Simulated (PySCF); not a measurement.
## Electronic structure of C$_{5}$H$_{10}$F$_{2}$Si in real space

| atom | x (Å) | y (Å) | z (Å) |
| --- | --- | --- | --- |
| F | -1.8621 | 0.7807 | 1.6511 |
| C | -2.0569 | -0.1943 | 0.7235 |
| F | -3.1127 | 0.2208 | -0.0265 |
| C | -0.8332 | -0.3920 | -0.1350 |
| C | 0.3451 | -0.9363 | 0.6774 |
| C | 1.6181 | -0.6797 | -0.1241 |
| C | 1.6395 | 0.7995 | -0.5215 |
| Si | -0.1730 | 1.2283 | -0.9325 |
| H | -2.3794 | -1.0969 | 1.2700 |
| H | -1.1122 | -1.1152 | -0.9055 |
| H | 0.4030 | -0.3958 | 1.6250 |
| H | 0.2247 | -1.9989 | 0.9008 |
| H | 1.6031 | -1.2992 | -1.0234 |
| H | 2.5026 | -0.9511 | 0.4549 |
| H | 2.3340 | 0.9723 | -1.3407 |
| H | 1.9912 | 1.3974 | 0.3200 |
| H | -0.6605 | 2.4281 | -0.2602 |
| H | -0.4802 | 1.2389 | -2.3647 |

Geometry: GFN2-xTB.

All numbers below come from B3LYP/pcSseg-1, SCF density, in a tetrahydrofuran solvent model, non-relativistic in PySCF.

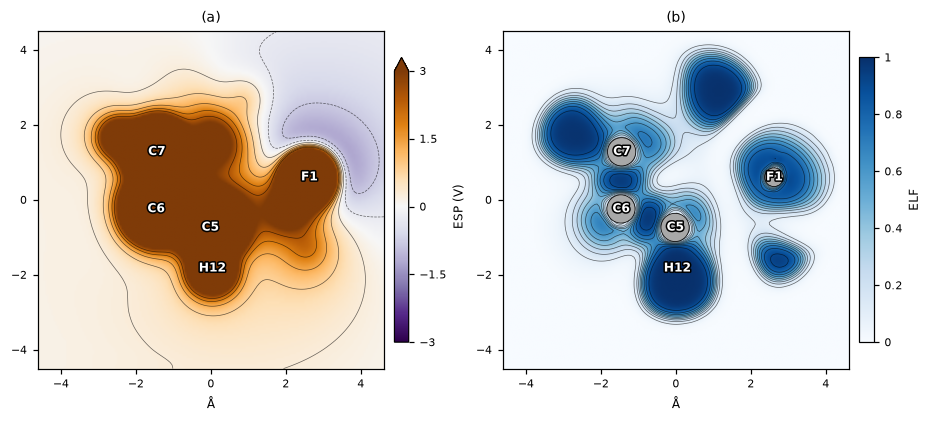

Figure 1. (a) molecular electrostatic potential; (b) electron localisation function on the plane of atoms C6, C5 and H12. Grey discs cover the atomic cores in the ELF map.

Read the bonding off the picture.

- The plane passes through F, C and H nuclei.
- C–C (1.53 Å): the ELF peaks at about 0.95 between the atoms: localised, covalent bonding.
- C–H (1.09 Å): the ELF climbs to about 1 towards the hydrogen, as it does in any bond to H: a covalent bond by its length.
- The ELF also peaks beside F1, away from the bonds: lone-pair regions.
- Outside the dense part of the molecule the potential is most negative (−1.2 V) near F1.

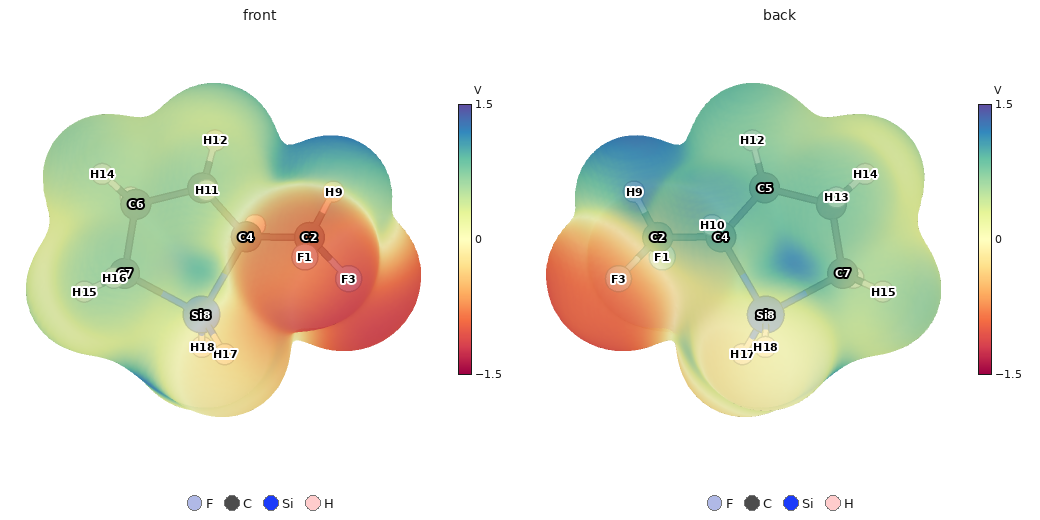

Figure 2. The molecular electrostatic potential painted on the density surface at 0.002 e/bohr³, seen from the front and from behind; the colour scale runs from red (negative) to blue (positive).

Where is the surface potential most negative and most positive?

The most negative region (about −1.2 V) lies over F1 and F3, the most positive (about +1.2 V) over Si8 and H9.

How polar is the molecule by this calculation?

Its dipole moment is 2.97 D.
